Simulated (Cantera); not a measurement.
Input: 1 mol BN, 13 mol NF₃, 13 mol HCl, equilibrated at 0.100 bar.

Cantera equilibrium calculation (NASA polynomials, part measured and part estimated; ideal gas, pure solids and liquids). Candidate condensed phases: B, BN, NH₄Cl; 40 gas species. Equilibrium is a limit: real reactors are often held back by kinetics, nucleation or transport.

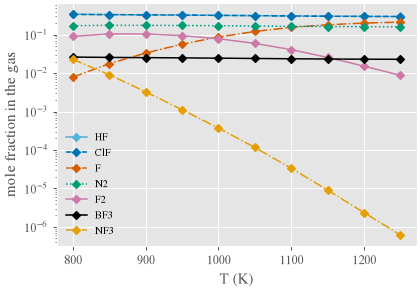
Fig. 1. Equilibrium gas composition (values under 1e-9 drawn at 1e-9)

Task: Read off the mole fractions at 850 K.

Result: HF about 0.33, ClF about 0.33, N₂ about 0.18, F₂ about 0.10, BF₃ about 0.026, F about 0.018, NF₃ about 0.0091.
